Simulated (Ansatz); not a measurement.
Consider SrTiO3 in the cubic perovskite structure (space group Pm-3m, No. 221; a = 3.9364 Å).

Modification: an isotropic linear strain of −1.20 %; the atoms relax in the strained cell.

All numbers come from Ansatz (a program for electronic structure), PBE, PAW, cutoff 420 eV, without spin-orbit coupling.

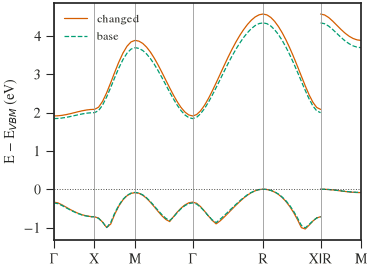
Figure. Highest valence and lowest conduction band along the path, each from its own valence-band maximum

Task: From the figure, how large is the changed gap, and is it direct?

Result: About 1.9 eV, indirect, R → Γ.

Whether these cells are dynamically stable was not tested. All final runs are without spin polarisation. Many cubic perovskites are stable only at high temperature; tilts and polar distortions were not tested.
